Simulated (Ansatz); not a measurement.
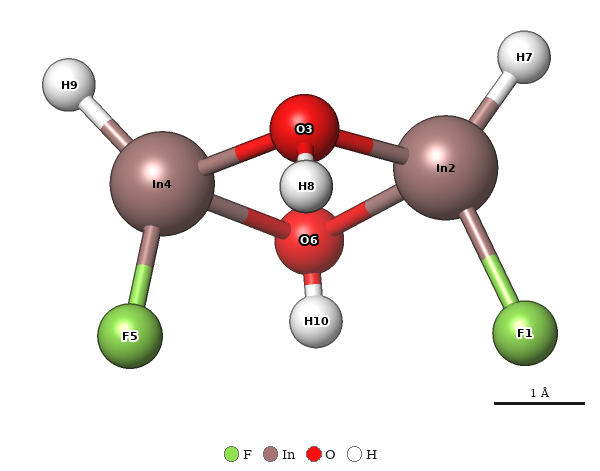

Fig. 1: The starting structure (ball-and-stick view, seen at a tilt; atoms are numbered from 1 in the order of the input). Sticks mark near contacts.

**In₂H₄O₂F₂: geometry relaxation**

The run: geometry relaxation of In₂H₄O₂F₂, SMILES [F][InH-]1[OH+][InH-]([F])[OH+]1. Method and program: RKS wB97M-V/def2-SVP (Ansatz 0.2.0).

The run did not end well. The geometry comes from this level: PBE0-D4/def2-TZVP.

What the program printed
```
Functional definition: wB97M-V
  name "wB97M-V"
  cite "Mardirossian & Head-Gordon, J. Chem. Phys. 144, 214110 (2016) doi:10.1063/1.4952647"
  cite "Becke, J. Chem. Phys. 107, 8554 (1997) doi:10.1063/1.475007"
  cite "Vydrov & Van Voorhis, J. Chem. Phys. 133, 244103 (2010) doi:10.1063/1.3521275"
  # Of w^i u^j: cxij and so on, Table III.
  parameter omega = 0.3/bohr
  parameter cx = 0.15
  parameter cx01 = 1.007
  parameter cx10 = 0.259
  parameter css00 = 0.443
  parameter css04 = -1.437
  parameter css10 = -4.535
  parameter css20 = -3.390
  parameter css43 = 4.278
  parameter cos00 = 1.000
  parameter cos10 = 1.358
  parameter cos20 = 2.924
  parameter cos21 = -8.812
  parameter cos60 = -1.390
  parameter cos61 = 9.142
  parameter b = 6.0
  parameter c = 0.01
  gx(w, u) = 1 - cx + cx01*u + cx10*w
  gss(w, u) = css00 + css04*u^4 + css10*w + css20*w^2 + css43*w^4*u^3
  gos(w, u) = cos00 + cos10*w + (cos20 + cos21*u)*w^2 + (cos60 + cos61*u)*w^6
  exchange = spin_sum(e_x_unif_sr(omega)*gx(b97_w, b97_u_x)) + cx*exact_x_sr(omega) + exact_x_lr(omega)
  correlation = spin_sum(e_c_pw_mod_same_spin*gss(b97_w, b97_u_same))
      + integral(e_c_pw_mod_opposite_spin*gos(b97_w_opposite, b97_u_opposite)) + vv10(b, c)
1503 factors; integrals over basis functions are off by at most 2.9e-4 eV
404 factors; integrals over basis functions are off by at most 1.1e-6 eV
mean field evaluation 1: about -19918.2322 eV, gradient 7.8e1 eV
mean field evaluation 2: about -19913.1837 eV, gradient 1.0e2 eV
mean field evaluation 4: about -19929.5469 eV, gradient 4.6e0 eV
mean field evaluation 8: about -19929.6171 eV, gradient 1.4e-1 eV
mean field evaluation 16: about -19929.6171 eV, gradient 2.0e-4 eV
mean field -19929.61713456 eV, -732.3999209153 hartree, gradient 6.4e-5 eV, S^2 0.000000; 0 other end points of the search recorded, 0 dependent functions left out
the calculation of the forces begins
reference -19929.61721309 eV, -732.3999238014 hartree; 40, 40 occupied and 88, 88 virtual orbitals, 1503 factors
relax step   1: F+E_penalty+E_count = -19929.61713456 eV  Δ(F+E_penalty+E_count) = +0.000e0 eV  max|allowed force component| = 5.176e0 eV/Å  Δτ_max = 0.0000 Å  (29 SCF iters, accepted)
these checks for a lower state are left out or cut short: starts, cluster_reference, orbital_swaps, neighbouring_geometries, increment
1503 factors; integrals over basis functions are off by at most 2.8e-4 eV
404 factors; integrals over basis functions are off by at most 1.2e-6 eV
mean field -19930.98148283 eV, -732.4500597894 hartree, gradient 2.1e-5 eV, S^2 0.000000; 0 other end points of the search recorded, 0 dependent functions left out
the calculation of the forces begins
reference -19930.98156195 eV, -732.4500626972 hartree; 40, 40 occupied and 88, 88 virtual orbitals, 1503 factors
relax step   2: F+E_penalty+E_count = -19930.98148283 eV  Δ(F+E_penalty+E_count) = -1.364e0 eV  max|allowed force component| = 1.859e0 eV/Å  Δτ_max = 0.1910 Å  (37 SCF iters, accepted)
these checks for a lower state are left out or cut short: starts, cluster_reference, orbital_swaps, neighbouring_geometries, increment
1503 factors; integrals over basis functions are off by at most 2.8e-4 eV
404 factors; integrals over basis functions are off by at most 1.1e-6 eV
mean field evaluation 32: about -19931.0766 eV, gradient 1.3e-5 eV
mean field -19931.07657413 eV, -732.4535543302 hartree, gradient 1.3e-5 eV, S^2 0.000000; 0 other end points of the search recorded, 0 dependent functions left out
the calculation of the forces begins
reference -19931.07665346 eV, -732.4535572457 hartree; 40, 40 occupied and 88, 88 virtual orbitals, 1503 factors
relax step   3: F+E_penalty+E_count = -19931.07657413 eV  Δ(F+E_penalty+E_count) = -9.509e-2 eV  max|allowed force component| = 3.389e-1 eV/Å  Δτ_max = 0.1155 Å  (32 SCF iters, accepted)
```

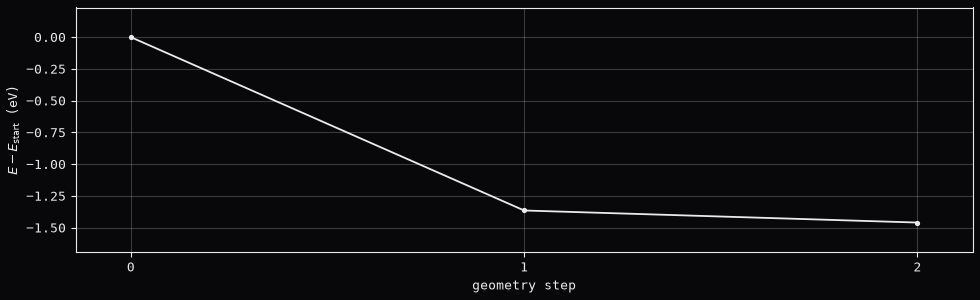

Fig. 2: Progress of the relaxation, step by step (the first geometry is step 0 here and step 1 in the log).

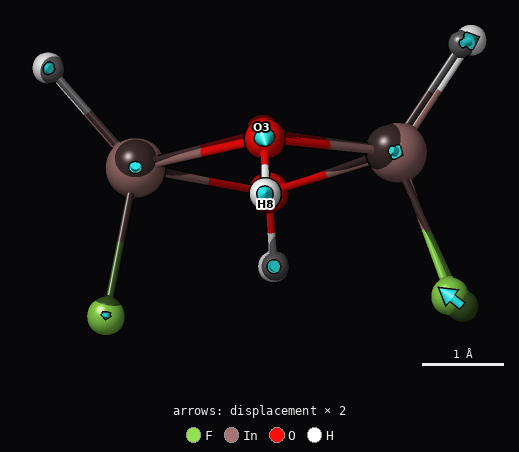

Fig. 3: Start (faint) and end (solid) with the displacements as teal arrows, magnified 2 times (ball-and-stick view, seen on its broad side). The two geometries are laid on each other by the best rigid fit. The relaxation stopped without meeting its thresholds, so the last structure isn't shown to be converged. The energy falls by 1.459 eV in 2 geometry steps. Largest force component: 5.2 eV/Å at the start, 0.34 eV/Å at the end. F1 moves most after the best rigid fit: 0.20 Å. Largest moves by element: F 0.20 Å, O 0.19 Å, H 0.15 Å, In 0.11 Å. Among the contacts that change: F1–In2 2.169 → 1.947 Å, In2–O3 1.965 → 2.146 Å, O3–In4 2.002 → 2.155 Å, In4–O6 2.293 → 2.157 Å. Among the angles that change: In2–O6–In4 89.0° → 98.0°, F1–In2–O3 110.1° → 101.2°, In2–O3–In4 106.5° → 98.6°. (Atoms are counted from 1 in the order of the input.)

```
Error: geometry relaxation did not converge after 3 steps: max|allowed force component| = 3.39e-1 eV/Å (threshold 1.0e-3). Raise `relax.max_steps` over both its present limit and 3, loosen `relax.f_tol`, or start from a geometry closer to equilibrium. Where this run's directory can be resumed (`checkpoint.write`), a resume goes on for up to `relax.max_steps` more
```

Trajectory as extended XYZ (Å, eV, eV/Å), 3 frames, from step=1 to step=3
```
10
Properties=species:S:1:pos:R:3:forces:R:3 step=1 energy=-19929.61714
F    -0.0779   -1.4244   -2.5203    1.2740   0.5767   2.5665
In    1.0268   -0.9876   -0.7054   -0.0724   0.7636  -5.0377
O    -0.1822   -1.0192    0.8434   -5.1761  -3.9104   0.2387
In   -0.6615    0.8856    1.2303    0.5212   2.6143  -0.3504
F    -2.3758    1.0312    0.3597   -0.6579  -0.1340  -0.3642
O     0.7057    1.2295   -0.5785    1.3421  -2.0627   3.4459
H     2.5241   -1.5084   -0.4592    1.3811  -0.5369   0.1328
H    -1.1086   -1.4700    0.5167    3.1283   1.3366   1.3142
H    -0.1531    1.5636    2.6199    0.2828   0.3994   0.8239
H     0.1595    1.4271   -1.2838   -2.0229   0.9535  -2.7697
10
Properties=species:S:1:pos:R:3:forces:R:3 step=2 energy=-19930.98148
F    -0.0272   -1.3801   -2.3416   -0.6247  -0.1856  -0.8238
In    1.0866   -0.9847   -0.8296    0.9479   0.3189   0.5210
O    -0.2822   -1.0498    0.7609   -1.8592  -1.3513   0.1635
In   -0.6632    0.9888    1.2228    0.2654   0.0977  -0.1977
F    -2.4099    1.0360    0.3449   -0.1225   0.1005  -0.0042
O     0.6312    1.1077   -0.5196   -0.1510   0.2221  -0.2074
H     2.6473   -1.5666   -0.5295    0.0070   0.0545  -0.0206
H    -1.1432   -1.5078    0.5151    1.4204   0.7381   0.4168
H    -0.1327    1.6318    2.6929   -0.0341   0.0278  -0.0665
H     0.1503    1.4522   -1.2936    0.1509  -0.0226   0.2190
10
Properties=species:S:1:pos:R:3:forces:R:3 step=3 energy=-19931.07657
F    -0.0678   -1.3516   -2.3335   -0.1790  -0.0434  -0.2263
In    1.0760   -0.9712   -0.8044    0.3389  -0.0484   0.0757
O    -0.3218   -1.1444    0.8142   -0.1909  -0.0083  -0.0247
In   -0.6466    0.9536    1.1832   -0.1417   0.0486   0.0273
F    -2.4086    1.0578    0.3253    0.0497   0.0495   0.0282
O     0.6543    1.1317   -0.5284   -0.1927  -0.0533  -0.1062
H     2.6577   -1.5202   -0.5311   -0.0739   0.0535  -0.0004
H    -1.1574   -1.5768    0.5589    0.2604   0.1372   0.0356
H    -0.1249    1.6366    2.6382   -0.0011  -0.0085  -0.0240
H     0.1961    1.5119   -1.2998    0.1303  -0.1269   0.2148
```

The run was set up as follows.

Input file
```yaml
crystal:
  periodic: [false, false, false]
  atoms:
    - {symbol: F, position_ang: [-0.077933, -1.424363, -2.520340]}
    - {symbol: In, position_ang: [1.026821, -0.987633, -0.705417]}
    - {symbol: O, position_ang: [-0.182162, -1.019162, 0.843396]}
    - {symbol: In, position_ang: [-0.661507, 0.885637, 1.230301]}
    - {symbol: F, position_ang: [-2.375764, 1.031184, 0.359672]}
    - {symbol: O, position_ang: [0.705701, 1.229509, -0.578495]}
    - {symbol: H, position_ang: [2.524123, -1.508403, -0.459205]}
    - {symbol: H, position_ang: [-1.108554, -1.470023, 0.516688]}
    - {symbol: H, position_ang: [-0.153134, 1.563583, 2.619907]}
    - {symbol: H, position_ang: [0.159471, 1.427119, -1.283820]}
basis:
  gaussian: {orbitals: def2-SVP, nuclear_model: gaussian}
hamiltonian: {xc: {name: wB97M-V}}
relax: {f_tol: 0.001, max_steps: 3}
output: {forces: true}
```

Command:
```bash
ansatz run in.yaml --threads 4 --pin off --events-out ev --progress --plain --max-ram 11315MiB
```

What the run reported

- outcome: not converged
- hardware: 4 threads of Arm Neoverse V2, 23 GiB of memory available, shared host
- wall time: 28 s (CPU time 1.8 min)
- peak memory: 0.62 GiB

This input holds a deliberate fault: the optimiser is allowed too few steps. The run did not converge: “geometry relaxation did not converge after 3 steps: max|allowed force component| = 3.39e-1 eV/Å (threshold 1.0e-3). Raise `relax.max_steps` over both its present limit and 3, loosen `relax.f_tol`, or start from a geometry closer to equilibrium …” Its last values are not results.
